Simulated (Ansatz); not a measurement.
# Series on aqueous Zn2+ and SO4 2-, by salt concentration

How do pressure, forces, levels, charges and cost change as salt is added?

Computed with Ansatz 0.2.0: Kohn-Sham DFT, LDA, PAW (set soft_2). Every run is a single point, with the atoms held where the recipe put them (cutoff of the plane-wave runs 420 eV, gaussian smearing of 0.05 eV).

First member: 53 H2O, 1 Zn2+, 1 SO4 2- placed at random, at 1.17 g/cm³; overlaps pushed apart, then 10 ps at 420 K with divalent ions of Li, Roberts, Chakravorty and Merz (J. Chem. Theory Comput. 9, 2733 (2013)); MMFF94 bonds, angles, torsions, charges and radii (Halgren, J. Comput. Chem. 17, 490 (1996)) in harmonic and 12-6 forms; SPC/E water (Berendsen, Grigera and Straatsma, J. Phys. Chem. 91, 6269 (1987)). Snapshot after 20 ps at 330 K and fixed volume.

Last member: 45 H2O, 5 Zn2+, 5 SO4 2- placed at random, at 2.01 g/cm³; overlaps pushed apart, then 10 ps at 420 K with divalent ions of Li, Roberts, Chakravorty and Merz (J. Chem. Theory Comput. 9, 2733 (2013)); MMFF94 bonds, angles, torsions, charges and radii (Halgren, J. Comput. Chem. 17, 490 (1996)) in harmonic and 12-6 forms; SPC/E water (Berendsen, Grigera and Straatsma, J. Phys. Chem. 91, 6269 (1987)). Snapshot after 20 ps at 330 K and fixed volume.

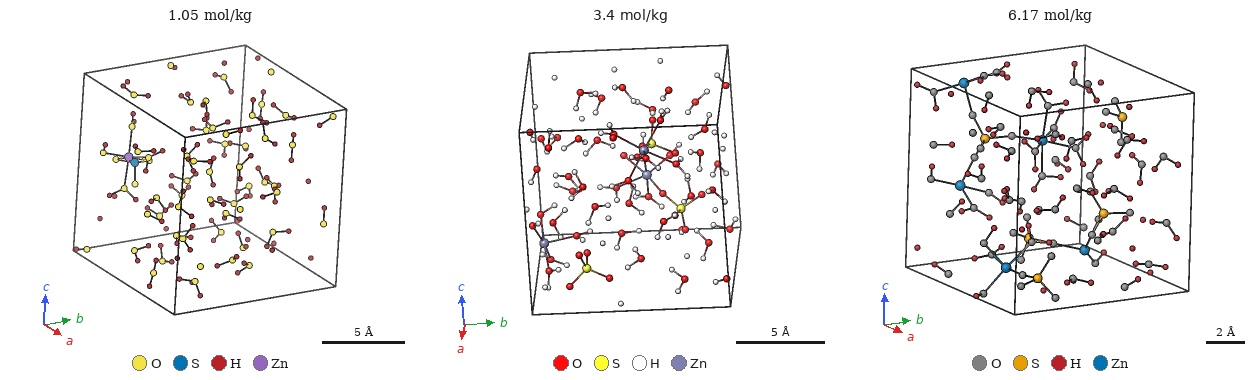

Three members of the series, labelled by salt concentration. Bonds to atoms that aren't drawn are left out. Some periodic images of atoms are drawn too.

The members:

| salt concentration (mol/kg) | reduced formula | atoms | valence electrons | k-mesh | basis | density (g/cm³) |
| --- | --- | --- | --- | --- | --- | --- |
| 1.05 | ZnH106SO57 | 165 | 466 | 1×1×1 | plane waves | 1.17 |
| 2.18 | Zn2H102S2O59 | 165 | 492 | 1×1×1 | plane waves | 1.35 |
| 3.4 | Zn3H98S3O61 | 165 | 518 | 1×1×1 | plane waves | 1.55 |
| 6.17 | ZnH18SO13 | 165 | 570 | 1×1×1 | plane waves | 2.01 |

Each cell is one sample from a classical run, so sample-to-sample scatter enters every column; pressures lack the kinetic term, and hold the strain of bonds inside molecules, whose lengths the classical model set.

The input of the first member, without its atom lines; other members have their own cell and atoms, and may differ in mesh, basis and outputs:

```yaml
crystal:
  lattice:
    - [11.66416, 0.0, 0.0]
    - [0.0, 11.66416, 0.0]
    - [0.0, 0.0, 11.66416]
  atoms:
    [... 165 lines ...]
kpoints:
  mp_grid: { grid: [1, 1, 1] }
hamiltonian:
  xc: lda
scf:
  occupations: { method: gaussian, width: 0.05 }
output:
  forces: true
  stress: true
  populations: true
  dos:
    method: { smearing: { sigma: 0.1 } }
    de: 0.1
    projected: { site_lists: { H: [H], O: [O], S: [S], Zn: [Zn] } }
  eigenvalues: true
  write_density: true
  write_potential: true
  volumetric_format: npy
```

Results; charges are mean Löwdin charges in e:

| salt concentration (mol/kg) | pressure (GPa) | r.m.s. force (eV/Å) | gap (eV) | q(S) | q(O) | q(H) |
| --- | --- | --- | --- | --- | --- | --- |
| 1.05 | -1.69 | 0.761 | 3.34 | +2.59 | -0.71 | +0.39 |
| 2.18 | 0.205 | 0.829 | 3.53 | +2.59 | -0.71 | +0.39 |
| 3.4 | 1.63 | 0.806 | 3.53 | +2.56 | -0.72 | +0.38 |
| 6.17 | 6.94 | 1.04 | 3.29 | +2.58 | -0.73 | +0.38 |

The gap is that between the highest filled and lowest empty Kohn-Sham level on the run's k-points, and local or semilocal functionals tend to put gaps under measured ones. The projection misses up to 0.042 e an atom, so the charges add up to more than the cell's charge. Each mean runs over all atoms of an element, whatever their surroundings.

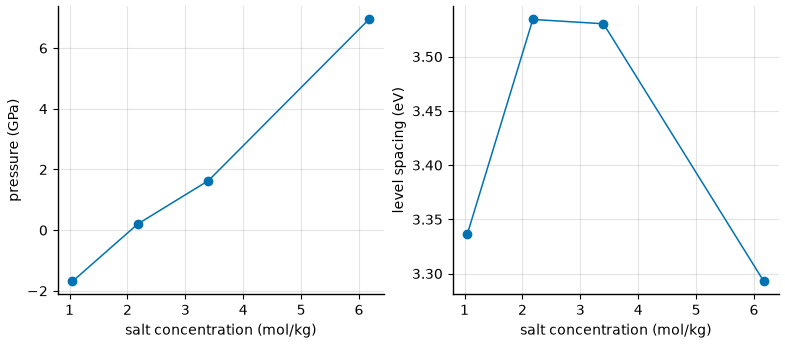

Results against salt concentration.

Cost on 8 threads of Arm Neoverse V2, shared host:

| salt concentration (mol/kg) | atoms | basis | k-mesh | SCF cycles | time | host memory (GiB) |
| --- | --- | --- | --- | --- | --- | --- |
| 1.05 | 165 | plane waves | 1×1×1 | 10 | 14 s | 2.0 |
| 2.18 | 165 | plane waves | 1×1×1 | 10 | 14 s | 1.9 |
| 3.4 | 165 | plane waves | 1×1×1 | 10 | 14 s | 1.9 |
| 6.17 | 165 | plane waves | 1×1×1 | 10 | 15 s | 1.9 |

Times include the outputs that each run asked for, on hosts shared with other jobs.

What the series shows: The gap lies between 3.29 and 3.53 eV, with no steady trend; in single samples it varies with the configuration. The pressure goes steadily from -1.7 GPa at 1.05 to 6.9 GPa at 6.17 mol/kg; the recipes set unlike densities, and the bond lengths of the classical model enter the pressure too. The r.m.s. force is lowest at 1.05 mol/kg (0.76 eV/Å) and highest at 6.17 mol/kg (1 eV/Å).

**Limits.** The network of contacts between molecules at the start is that of the classical potential that made the cell, and needn't be the one that DFT or experiment would give. For 1 of the 4 members: the concentration wasn't checked against solubility and may exceed it. LDA overbinds hydrogen-bonded molecules, which bears on pressures and forces.

[Logs are printed without paths, hosts, clocks, repeated set-up lines and the standing remarks that a program may print on its own settings, such as how far it seeks lower states.]

[Hosts, paths, dates, database ids (printed as entryN), source tags and the programs' standing remarks are cut or masked in the printed files.]

[The MMFF94 radii named for the starting cell were scaled by 0.96; in molecules described by MMFF94, hydrogen bound to N, O or S took a small fixed 12-6 site in their place.]
